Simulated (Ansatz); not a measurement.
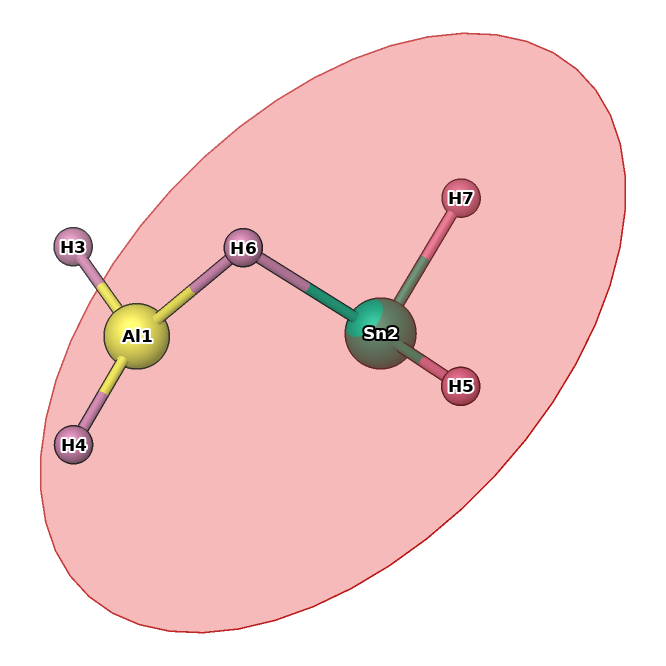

A disc through the centre of mass is drawn in. Depth is shown by fading: the farther an atom, the more it takes the colour of the background. Computed geometry: PBE0-D4/def2-TZVP optimisation. No frequency run is at hand to confirm it as a minimum.

Q: Is the plane of the disc a mirror plane of the structure?

A: No. The point group is Cs, with 1 mirror plane, and this plane isn't one of its mirror planes.
